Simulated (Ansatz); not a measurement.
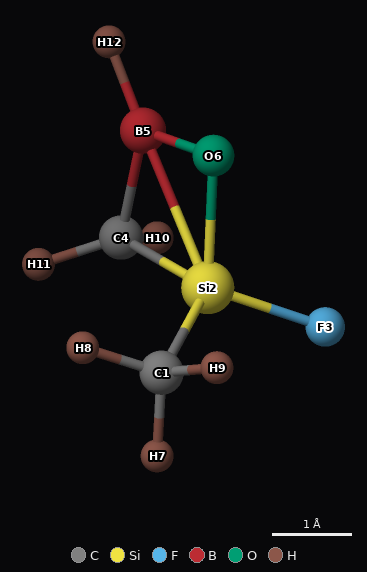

This is the input geometry for a relaxation of C2H6BFOSi. A ball-and-stick model, seen from a free direction.

The start comes from PBE-D4/def2-SVP.

These are results of Ansatz 0.2.0, RKS PBE0-D4/def2-TZVP, not measurements.

Input
```yaml
crystal:
  periodic: [false, false, false]
  atoms:
    - {symbol: C, position_ang: [-0.676606, -1.074643, 1.441634]}
    - {symbol: Si, position_ang: [0.432472, 0.063658, 0.474896]}
    - {symbol: F, position_ang: [1.809236, 0.296725, 1.332612]}
    - {symbol: C, position_ang: [0.613694, 0.017800, -1.383671]}
    - {symbol: B, position_ang: [-0.191531, 1.399759, -1.197434]}
    - {symbol: O, position_ang: [-0.313670, 1.605833, 0.164125]}
    - {symbol: H, position_ang: [-0.185372, -2.054636, 1.606645]}
    - {symbol: H, position_ang: [-1.630875, -1.244075, 0.904913]}
    - {symbol: H, position_ang: [-0.905041, -0.632508, 2.432771]}
    - {symbol: H, position_ang: [1.649085, 0.165887, -1.755717]}
    - {symbol: H, position_ang: [0.135560, -0.781473, -1.983336]}
    - {symbol: H, position_ang: [-0.659951, 2.182574, -2.003437]}
basis:
  gaussian: {orbitals: def2-TZVP}
hamiltonian: {xc: pbe0, dispersion: d4}
relax: {f_tol: 0.005, max_steps: 150}
```

Command:
```bash
ansatz run in.yaml --threads 4 --pin off --events-out ev --progress --plain --max-ram 10444MiB
```

Q: What does the optimiser find from here?

A: The atom that moves furthest after the best rigid fit is F3 (0.059 Å). By element the largest moves are F 0.059 Å, H 0.050 Å, O 0.028 Å, Si 0.027 Å, C 0.023 Å, B 0.017 Å. Among the contacts that change: Si2–O6 1.741 → 1.691 Å, Si2–F3 1.639 → 1.594 Å, Si2–B5 2.230 → 2.196 Å, B5–H12 1.217 → 1.196 Å. Over 9 geometry steps the energy falls by 2.39 kcal/mol. The largest force component goes from 1.2 to 0.0033 eV/Å.

Step by step:

| step | E − E(0), kcal/mol | largest force component, eV/Å |
| --- | --- | --- |
| 0 | 0.00 | 1.1667 |
| 1 | -1.75 | 0.7195 |
| 2 | -2.37 | 0.1154 |
| 3 | -2.38 | 0.0987 |
| 4 | -2.39 | 0.0248 |
| 5 | -2.39 | 0.0322 |
| 6 | -2.39 | 0.0087 |
| 7 | -2.39 | 0.0101 |
| 8 | -2.39 | 0.0066 |
| 9 | -2.39 | 0.0033 |

The structure at the end:

```xyz
12

C    -0.6636   -1.0649    1.4254
Si    0.4170    0.0851    0.4731
F     1.7606    0.3065    1.3013
C     0.6089    0.0138   -1.3635
B    -0.1790    1.3938   -1.1871
O    -0.3153    1.5780    0.1680
H    -0.1633   -2.0227    1.5856
H    -1.5992   -1.2476    0.8929
H    -0.9016   -0.6371    2.4025
H     1.6270    0.1337   -1.7406
H     0.1109   -0.7635   -1.9435
H    -0.6253    2.1697   -1.9801
```

The end point in the same view:

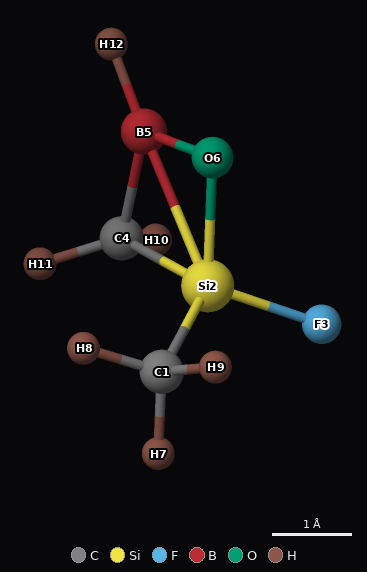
